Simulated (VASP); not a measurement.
Band structure of TiO2 (space group Imma). Level of theory: PBEsol GGA, VASP's PBE PAW potentials (set 64) (plane waves; VASP).

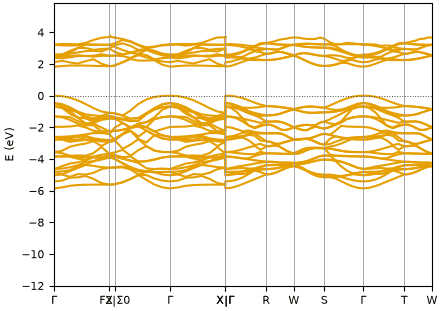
Bands along high-symmetry lines, zero at the valence-band maximum or, without a gap, the Fermi level

Question: Read the plot: is there a gap, and where are the band edges?

Answer: The gap is direct, 1.83 eV, from the valence maximum at Γ to the conduction minimum at Γ. (Edges off the drawn lines would not show.)

The structure comes from a computed database's TiO2 entry (Imma); how it stands against other phases isn't given here. It was relaxed first.
